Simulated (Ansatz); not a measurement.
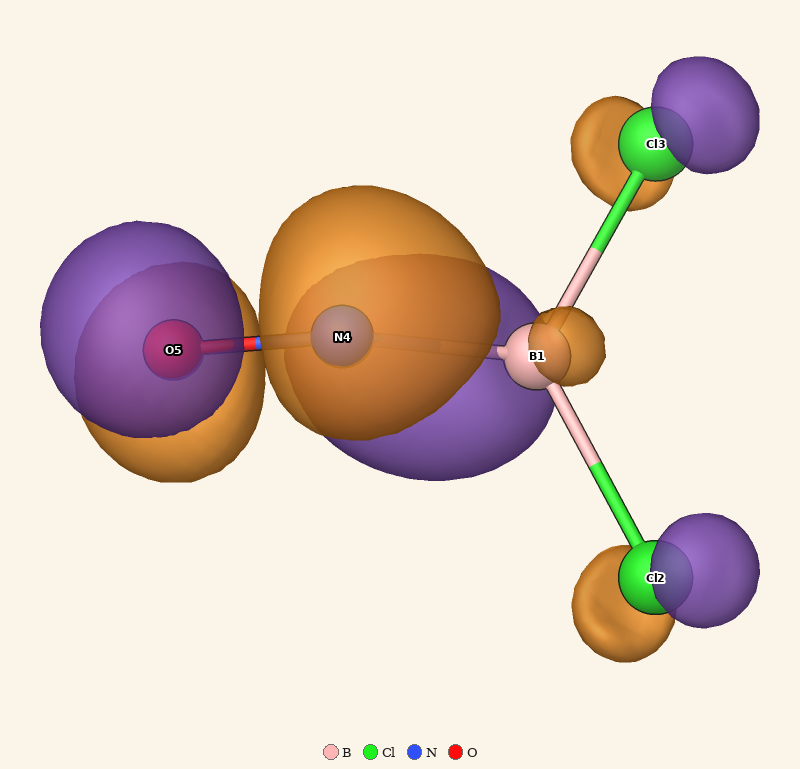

Figure. BCl2NO (SMILES O=NB(Cl)Cl). One frontier orbital at ±0.15 Å⁻³ᐟ² (orange and purple are the two phases), seen at a tilt.

Geometry: B3LYP/6-31G*.

Method: isolated molecule in a Gaussian basis; Kohn-Sham density functional theory, functional PBE0 (Ansatz).

```json
{"atom": "B", "x (Å)": "-2.8407", "y (Å)": "0.2484", "z (Å)": "1.2229"}
{"atom": "Cl", "x (Å)": "-2.0929", "y (Å)": "1.3022", "z (Å)": "2.4167"}
{"atom": "Cl", "x (Å)": "-2.9934", "y (Å)": "-1.4958", "z (Å)": "1.3923"}
{"atom": "N", "x (Å)": "-3.0907", "y (Å)": "0.7960", "z (Å)": "-0.0521"}
{"atom": "O", "x (Å)": "-3.8946", "y (Å)": "1.3170", "z (Å)": "-0.7690"}
```

Which orbital is it: HOMO or LUMO?

The HOMO, at −7.19 eV. Its weight (Hirshfeld) is mainly on O5 (about 40 %), N4 (about 35 %) and B1 (about 10 %); π-antibonding (π*) across O5–N4.
